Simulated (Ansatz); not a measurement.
The compound is YbF2 (space group P-3m1, No. 164), taken as the geometry relaxed with Ansatz 0.2.0, DFT PBEsol, scalar-relativistic, plane waves, PAW; the starting structure was generated, so it need not be a known form of this composition.

```yaml
crystal:
  lattice:
    - [3.65198, 0.00000, 0.00000]
    - [-1.82599, 3.16270, 0.00000]
    - [0.00000, 0.00000, 4.57425]
  atoms:
    - { symbol: Yb, position: [0.00000, 0.00000, 0.00000] }
    - { symbol: F, position: [0.33333, 0.66667, 0.20763] }
    - { symbol: F, position: [0.66667, 0.33333, 0.79237] }
```

Describe how the polyhedra about Yb are linked (bonds: F–Yb below 2.6 Å).

Yb: YbF6 octahedron, sharing edges with six neighbours.

They form layers of edge-sharing octahedra parallel to (001).

Centre to centre across a shared edge: 3.65 Å.

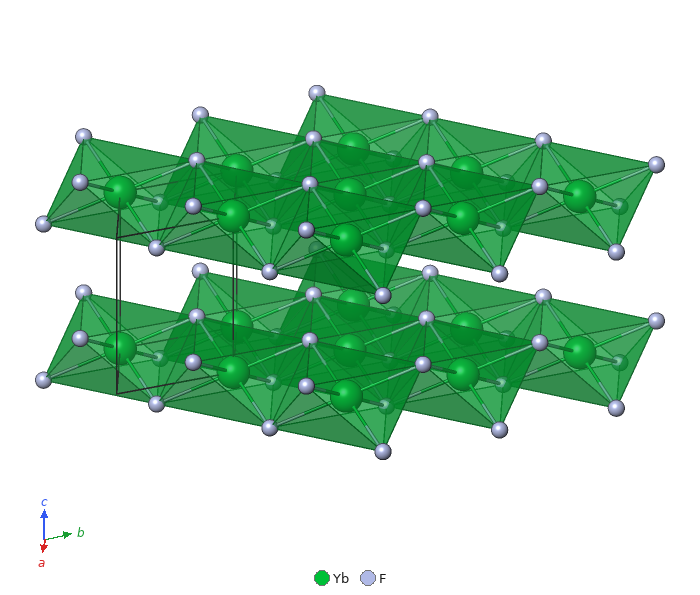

Polyhedra are drawn about Yb (bonds: F–Yb below 2.6 Å); other atoms are plain spheres.
